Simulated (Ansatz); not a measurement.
System: BF2H3Si···H2S.

```xyz
10

B    -0.1169   -1.2429    0.4805
S     0.9806   -0.0010   -2.1406
F    -0.8696   -2.1859   -0.0671
F     1.1225   -1.5985    0.8035
H     0.7993    1.3177   -1.9021
Si   -0.8714    0.5790    0.9742
H     2.1560   -0.0200   -1.4720
H     0.2207    1.5952    1.0500
H    -1.8752    1.0253   -0.0355
H    -1.5458    0.5310    2.3093
```

Computed with Ansatz, RKS B3LYP-D4/def2-SVP.

**What will maps of the electron density and electron localisation function show?**

B–F (1.32 Å): ρ is about 2.2 e/Å³ halfway; the ELF peaks at about 0.85 between the atoms (a shared but strongly polarised pair).
Si–B (2.03 Å): ρ at the midpoint is about 0.81 e/Å³; the ELF peaks at about 1 between the atoms; a shared electron pair.

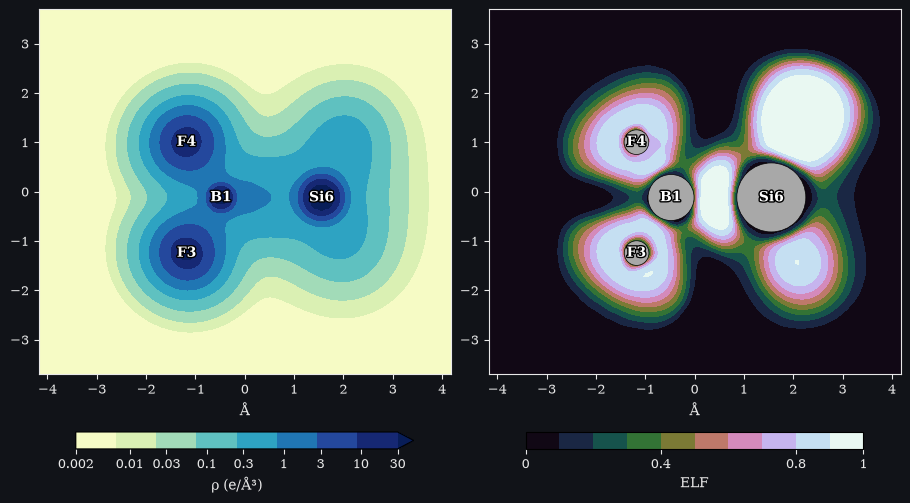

Computed electron density and electron localisation function on the plane of atoms F3, B1 and Si6, in this order. Grey discs cover the atomic cores in the ELF map. 
